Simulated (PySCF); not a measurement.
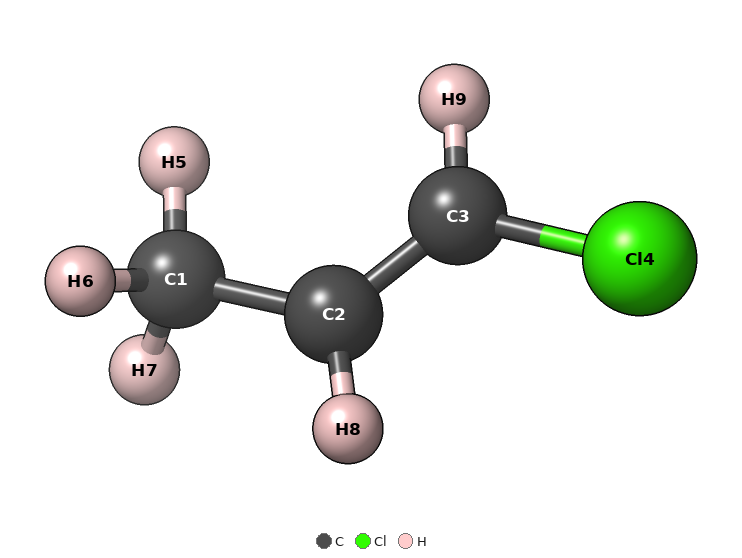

The computed structure is the end point of a PBE0-D3(BJ)/def2-SVP optimisation. No frequency run is at hand to confirm it as a minimum. Properties computed with delta-SCF UKS SCAN, pcX-2 on the ionised atom, pcseg-1 elsewhere, spin-free X2C (PySCF 2.14.0).

Give the core-electron binding energies (to vacuum; p and d levels without spin–orbit splitting) of C1 1s, C2 1s, C3 1s, Cl4 1s, Cl4 2p.

| atom | level | binding energy (eV) |
| --- | --- | --- |
| C1 | 1s | 291.2 |
| C2 | 1s | 290.8 |
| C3 | 1s | 291.8 |
| Cl4 | 1s | 2828.8 |
| Cl4 | 2p | 206.7 |
